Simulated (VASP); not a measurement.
Band structure of WSi (relaxed from the rock salt structure, space group Fm-3m). Level of theory: PBE GGA, VASP's PBE PAW potentials (set 64) (plane waves; VASP 6.6.1).

Unless said otherwise, spin-orbit coupling is left out, though it shifts the bands of the heavy elements here.

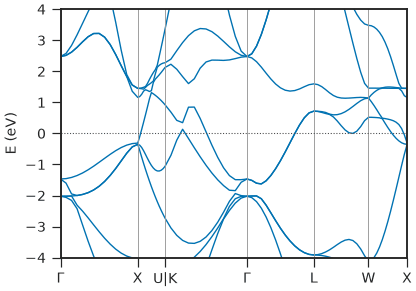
Figure. Bands along high-symmetry lines, zero at the valence-band maximum or, without a gap, the Fermi level

Task: Read the plot: is there a gap, and where are the band edges?

Result: It has no gap at this level: it comes out as a metal or semimetal. (Edges off the drawn lines would not show.)

The structure was generated: WSi was put into the rock salt type (Fm-3m), which need not be its known phase. It was relaxed first, which changed the volume by -38 %.
